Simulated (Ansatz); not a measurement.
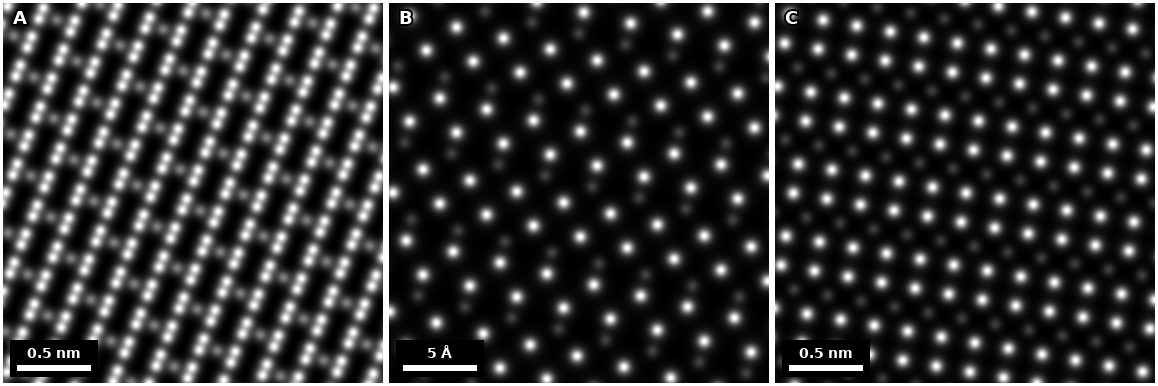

Three views of Cd2O (P4_2/nmc, No. 137) along different zone axes. Simulated as the projected potential of neutral atoms (B = 0.3 Å²) blurred by a 0.50 Å probe, the thin-sample limit of integrated differential phase contrast. Structure used: the geometry relaxed with Ansatz, DFT r2SCAN, scalar-relativistic, plane waves, PAW; the starting structure was generated, so it need not be a known form of this composition.

```
Cd O
1.0
     3.27047    0.00000    0.00000
     0.00000    3.27047    0.00000
     0.00000    0.00000    9.92510
Cd O
4 2
Direct
  0.00000 0.50000 0.14907
  0.00000 0.50000 0.64907
  0.50000 0.00000 0.35093
  0.50000 0.00000 0.85093
  0.00000 0.00000 0.00000
  0.50000 0.50000 0.50000
```

Match the panels to the zone axes [100], [110] and [111].

A is [111]: projected cell 3.12 × 3.12 Å, 96°, plane group c2mm. B is [100]: projected cell 3.27 × 9.93 Å, 90°, plane group p2mg. C is [110]: projected cell 2.31 × 4.96 Å, 90°, plane group p2mm.
